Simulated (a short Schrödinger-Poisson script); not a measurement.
System: gated Al0.3Ga0.7N/GaN polarisation-induced gas, at 20 K.

| layer | material | thickness (nm) | Na (cm⁻³) |
|---|---|---|---|
| 1 | Al0.3Ga0.7N | 15 | - |
| 2 | GaN | 6000 | 8e15 |

The device is made up for the run: typed textbook-type constants, with dimensions and the other settings drawn at random. Al0.3Ga0.7N: permittivity 9.32, conduction-band edge (eV) 0.414, gap (eV) 4.021, electron mass (mₑ) 0.236, Nv at 300 K (cm⁻³) 4.6e19. GaN: permittivity 9.5, conduction-band edge (eV) 0, gap (eV) 3.43, Nv at 300 K (cm⁻³) 4.6e19.

Channel valleys (confinement mass, in-plane density-of-states mass, number): Γ 0.2, 0.2, 1. At the gate the conduction-band edge of layer 1 lies 1.23 eV − eVg above the Fermi level of the channel; the field vanishes at the back. Sheet of polarisation charge: +1.5e13 e/cm² at 15 nm from the gate. The barrier under the gate holds no holes. Gaps are held at their typed values at every temperature. Mesh 0.08 nm at interfaces.

Solved with a short Schrödinger-Poisson script written for these runs: 1D Poisson equation in equilibrium, electrons quantum, Hartree plus LDA exchange-correlation (BenDaniel-Duke, 40 states a valley, the channel's in-plane mass for all, wave functions free to enter the barrier), parabolic valleys, classical holes, full ionisation, no traps, pinning or gate leakage.

Only gate voltages with over 1e8 electrons/cm² are shown.

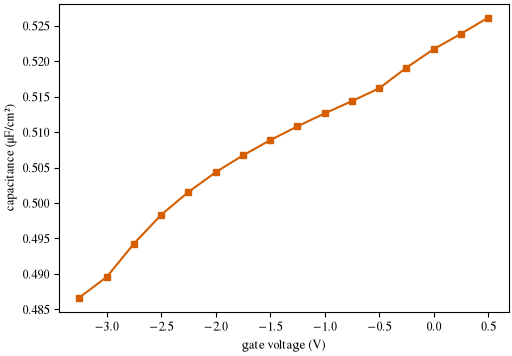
Fig. 1. Quasi-static capacitance against gate voltage

```csv
Vg (V),electrons (cm⁻²),in the channel layer,C (μF/cm²),Γ E0 (meV),Γ E1 (meV)
0.5,1.22e13,1.10e13,0.526,-140.6,-5.4
0.25,1.14e13,1.04e13,0.524,-132.6,-3.4
0,1.06e13,9.70e12,0.522,-124.6,-1.2
-0.25,9.75e12,9.03e12,0.519,-116.2,1.9
-0.5,8.95e12,8.35e12,0.516,-107.0,7.2
-0.75,8.14e12,7.65e12,0.514,-97.5,13.0
-1,7.34e12,6.94e12,0.513,-87.9,18.7
-1.25,6.54e12,6.23e12,0.511,-78.3,24.1
-1.5,5.75e12,5.51e12,0.509,-68.8,29.3
-1.75,4.96e12,4.77e12,0.507,-59.3,34.2
-2,4.17e12,4.04e12,0.504,-49.9,38.7
-2.25,3.38e12,3.29e12,0.502,-40.5,42.9
-2.5,2.60e12,2.55e12,0.498,-31.2,46.6
-2.75,1.83e12,1.80e12,0.494,-21.9,49.6
-3,1.06e12,1.05e12,0.490,-12.7,51.6
-3.25,3.00e11,2.97e11,0.487,-3.4,51.9
```

Subbands count from the Fermi level.
